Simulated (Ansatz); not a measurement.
CH6B2ClNSi: several calculations on one system

## 1. Relaxation

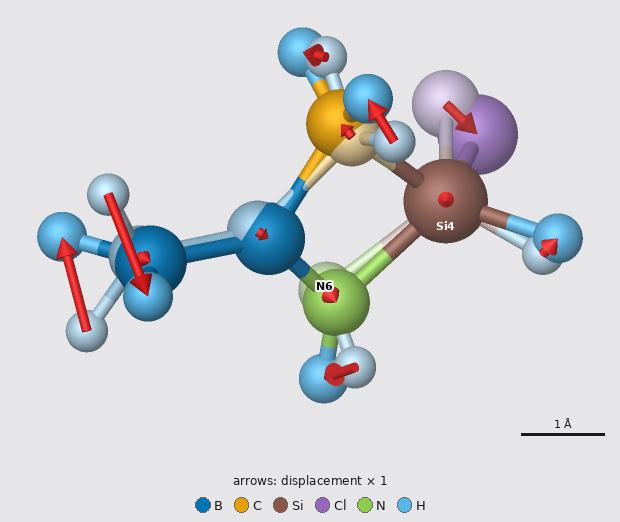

This is a relaxation of CH6B2ClNSi. The starting structure is drawn faded, the final one solid; red arrows show the displacements, at their true length. The two geometries are superimposed by the best rigid fit.

The picture is a ball-and-stick view, seen at a tilt.

The run prepares an end point of a later path (torsion) calculation, from a guessed geometry.

Theory: RKS r2SCAN-D4/6-31G (Ansatz).

Input file:
```yaml
crystal:
  periodic: [false, false, false]
  atoms:
    - { symbol: B, position_ang: [-2.3076, -0.4034, 0.217] }
    - { symbol: B, position_ang: [-0.7139, -0.2117, 0.1062] }
    - { symbol: C, position_ang: [0.2729, 0.7435, -0.7509] }
    - { symbol: Si, position_ang: [1.848, 0.0315, 0.0035] }
    - { symbol: Cl, position_ang: [2.8559, -1.1749, -1.3542] }
    - { symbol: "N", position_ang: [0.5016, -0.8917, 0.7959] }
    - { symbol: H, position_ang: [-3.0243, 0.3352, -0.4491] }
    - { symbol: H, position_ang: [-2.7948, -1.1386, 0.9274] }
    - { symbol: H, position_ang: [0.2458, 0.5651, -1.7856] }
    - { symbol: H, position_ang: [0.1849, 1.8138, -0.4495] }
    - { symbol: H, position_ang: [2.5043, 0.8921, 0.9534] }
    - { symbol: H, position_ang: [0.5042, -0.6161, 1.8198] }
basis:
  gaussian: { orbitals: "6-31G" }
hamiltonian:
  xc: r2scan
  dispersion: d4
relax:
  f_tol: 0.015
  max_steps: 40
```

Launched with:
```bash
ansatz run input.yaml --threads 1 --pin off --max-ram 2048MiB --backend cpu --events-out ev --progress --plain --runs-dir out
```

> Which element moves most?

Hydrogen: up to 1.37 Å, against 0.54 Å for chlorine.

> What happened in the run?

Over 14 accepted moves (16 points after the start) the energy falls by 2.591 eV. The largest force component goes from 5.4 to 0.013 eV/Å. The line search rejected the trial steps at points 11, 13 of the run. H7 moves most after the best rigid fit: 1.37 Å. Largest moves by element: H 1.37 Å, Cl 0.54 Å, N 0.28 Å, C 0.21 Å, B 0.19 Å, Si 0.19 Å. Some distances before and after: Si4–Cl5 2.077 → 2.195 Å, B2–N6 1.554 → 1.437 Å, B1–H8 1.132 → 1.202 Å, Si4–H11 1.440 → 1.503 Å. Bond angles that change, for instance: Si4–N6–H12 106.7° → 135.5°, B2–N6–H12 108.5° → 130.2°, Cl5–Si4–H11 123.9° → 103.9°. Groups turn about B1–B2 by about 90°.

Limits of the set-up: the basis has no polarisation functions, which atoms past neon need.

## 2. Relaxation

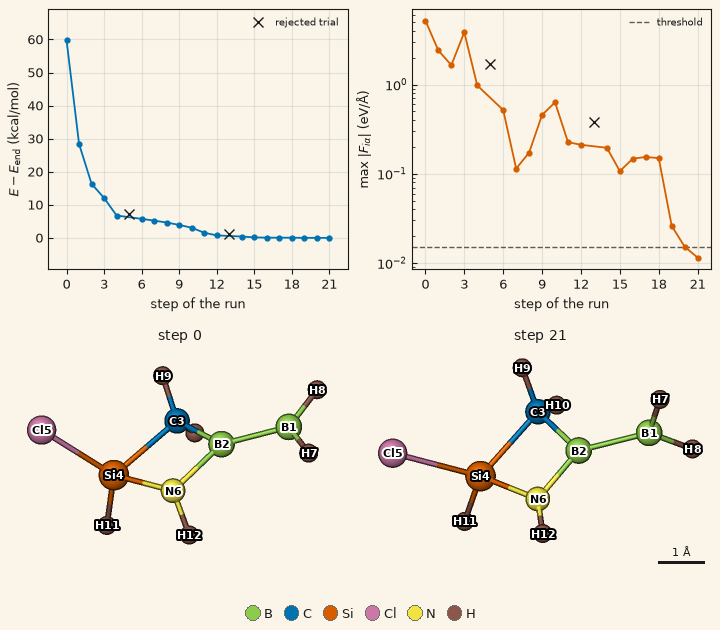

First and last geometry of a relaxation of CH6B2ClNSi, with the history of the run. Style: ball-and-stick. Shown at a tilt.

The run prepares an end point of a later path (torsion) calculation, from a guessed geometry.

Computed with RKS r2SCAN-D4/6-31G in Ansatz. (no spin polarisation; force threshold 0.015 eV/Å; at most 40 steps)

Did the run converge, and what did it change?

It converged. The energy falls by 59.7 kcal/mol in 19 accepted moves (21 points after the start). The largest force component goes from 5.2 to 0.012 eV/Å. The line search rejected the trial steps at points 5, 13 of the run. The atom that moves furthest after the best rigid fit is H8 (1.37 Å). Largest moves by element: H 1.37 Å, Cl 0.56 Å, N 0.26 Å, C 0.22 Å, Si 0.19 Å, B 0.16 Å. Near-neighbour distances that change, for instance: Si4–Cl5 2.077 → 2.195 Å, B2–N6 1.554 → 1.438 Å, B1–H8 1.132 → 1.203 Å, Si4–H11 1.440 → 1.503 Å. Bond angles that change, for instance: Si4–N6–H12 106.7° → 135.4°, B2–N6–H12 108.5° → 130.3°, Cl5–Si4–H11 123.9° → 103.9°. Groups turn about B1–B2 by about 90°. The run took 6 min on 1 thread of Intel(R) Xeon(R) Processor @ 2.50GHz (Skylake/Cascade Lake), with other jobs on the host, peak memory 0.24 GiB.

Limits of the set-up: the basis has no polarisation functions, which atoms past neon need.

## 3. Path

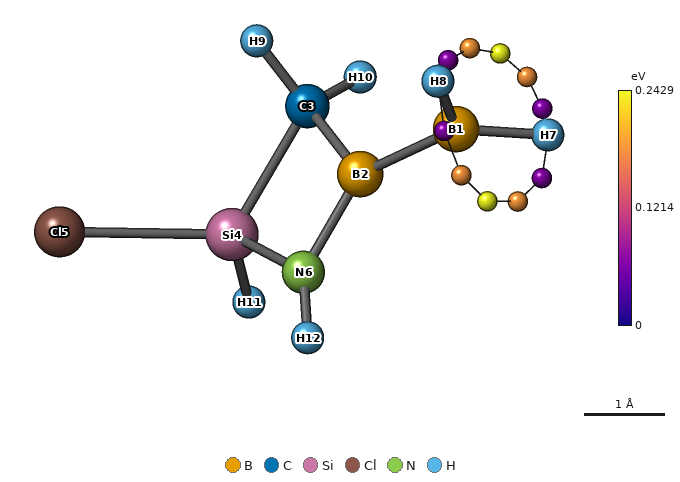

NEB run on CH6B2ClNSi. Images are numbered from 0 (start) to 6 (end). The start is drawn whole; smaller spheres mark the moving atoms (H) in the later images, joined by lines and coloured by the energy of the image relative to the start. Style: ball-and-stick. Shown from a free direction.

These are results of RKS r2SCAN-D4/6-31G in Ansatz, not measurements.

The input:
```yaml
crystal:
  periodic: [false, false, false]
  atoms:
    - { symbol: B, position_ang: [-2.266646, -0.24204, 0.322785] }
    - { symbol: B, position_ang: [-0.613177, -0.155648, 0.218767] }
    - { symbol: C, position_ang: [0.190558, 0.66202, -0.952611] }
    - { symbol: Si, position_ang: [1.742614, 0.178761, 0.059044] }
    - { symbol: Cl, position_ang: [3.193996, -1.163662, -0.893917] }
    - { symbol: "N", position_ang: [0.47197, -0.664894, 1.011959] }
    - { symbol: H, position_ang: [-2.92021, 0.610519, 0.863386] }
    - { symbol: H, position_ang: [-2.896613, -1.10587, -0.227344] }
    - { symbol: H, position_ang: [0.141713, 0.188175, -1.940129] }
    - { symbol: H, position_ang: [-0.023657, 1.730065, -1.064866] }
    - { symbol: H, position_ang: [2.597116, 1.162801, 0.806794] }
    - { symbol: H, position_ang: [0.459337, -1.255426, 1.830032] }
basis:
  gaussian: { orbitals: "6-31G" }
hamiltonian:
  xc: r2scan
  dispersion: d4
neb:
  order_check: false
  images: 5
  f_tol: 0.03
  max_iterations: 28
  initial_path: idpp
  final_atoms:
    - { symbol: B, position_ang: [-2.26725593, -0.23964674, 0.32467955] }
    - { symbol: B, position_ang: [-0.61401284, -0.1556133, 0.21363467] }
    - { symbol: C, position_ang: [0.19224253, 0.66169205, -0.95569331] }
    - { symbol: Si, position_ang: [1.74183763, 0.17807763, 0.05894534] }
    - { symbol: Cl, position_ang: [3.19952448, -1.15996472, -0.89052177] }
    - { symbol: "N", position_ang: [0.46967887, -0.66888792, 1.00668594] }
    - { symbol: H, position_ang: [-2.90357601, -1.10114364, -0.22236724] }
    - { symbol: H, position_ang: [-2.91427379, 0.61163788, 0.87540084] }
    - { symbol: H, position_ang: [0.14579378, 0.18654214, -1.94273857] }
    - { symbol: H, position_ang: [-0.02200404, 1.72952964, -1.0694689] }
    - { symbol: H, position_ang: [2.59135653, 1.16315992, 0.8113958] }
    - { symbol: H, position_ang: [0.45768979, -1.26058193, 1.82394765] }
```

Command:
```bash
ansatz run input.yaml --threads 1 --pin off --max-ram 2048MiB --backend cpu --events-out ev --progress --plain --runs-dir out
```

What moves, how far, and at what cost in energy?

Answer. The motion is a rotation about the B1–B2 bond by about 180°. No bond forms or breaks between the ends. Among the angles between lasting bonds that change up to the highest image: B1–B2–N6 134.4° → 125.5°, B1–B2–C3 124.0° → 132.8°. The two ends have the same energy, and the highest point, image 3, lies 0.243 eV above the start. The band converged in 8 iterations. The largest component of the band force went from 1.4 to 0.013 eV/Å. The climbing image converged on the top of the path. Its vibrational analysis gives one imaginary mode (240i cm⁻¹), as a transition state must have.

Limits of the set-up: the basis has no polarisation functions, which atoms past neon need.
